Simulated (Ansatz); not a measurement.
## Fields on a plane of CsCl (CsCl type)

```
CELL_PARAMETERS angstrom
      4.20589     0.00000     0.00000
      0.00000     4.20589     0.00000
      0.00000     0.00000     4.20589
ATOMIC_POSITIONS crystal
  Cs 0.00000 0.00000 0.00000
  Cl 0.50000 0.50000 0.50000
```

The slice is a {210} plane (indices of the conventional cell) through the point (0.500, 0.500, 0.500) (fractional), spanned by u = [100] and v = [021] in vectors of this cell: u (4.21 Å) and v (9.40 Å, at 90° to u). It covers one period; positions are fractions (u, v).

Atoms on it: Cl at (0.00, 0.00). Other atoms lie within 1 Å of the plane.

All values below come from PBE (plane waves to 420 eV, PAW, scalar-relativistic; Ansatz, a program for electronic structure). k mesh 8×8×8. Inside the PAW spheres the values are not all-electron values, and peaks at nuclei hang on which shells count as valence. CsCl was relaxed with its symmetry unable to fall.

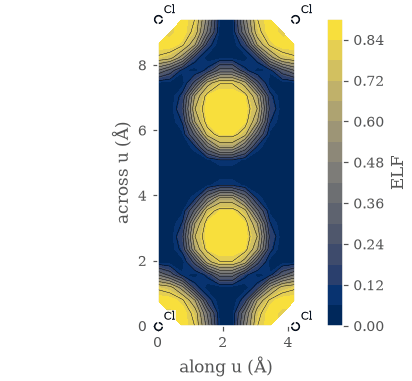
Figure. Electron localisation function (ELF), one period of the plane, atoms marked. Points within 0.5 Å of a nucleus are left white, as the pseudised field means little there.

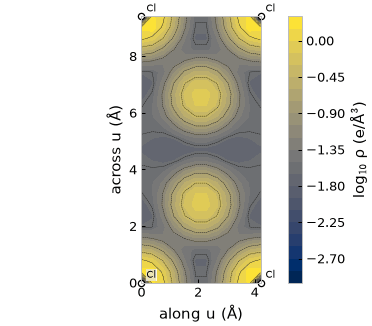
Figure. Log₁₀ of the valence density in e/Å³, one period of the plane, atoms marked. The scale is logarithmic, as a density can span decades between atoms and voids; values under 0.001 e/Å³ are set to 0.001.
